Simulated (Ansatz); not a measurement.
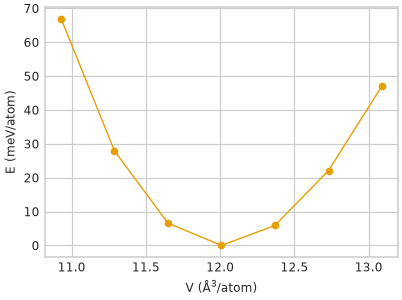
Figure. Ni7Ge4 in space group P-6m2 (No. 187; Pearson symbol hP11) under volume change, DFT-PBEsol in the program Ansatz with PAW potentials, shape and atoms relaxed at each volume.

Q: What does a third-order Birch–Murnaghan fit give for V₀, B₀ and B′?

A: V₀ = 12.01 Å³/atom, B₀ = 183 GPa, B′ = 4.9.

The first step of the workflow began from a Materials Project structure, measured or hypothetical; the Crystallography Open Database copy checked does not list it. Its standing as an ambient phase is unchecked. The cell was relaxed with PBEsol under the symmetry of its start; of distortions, only those at the zone centre were tested. No spin polarisation was allowed.

Potentials: the later of the program's two PAW sets.
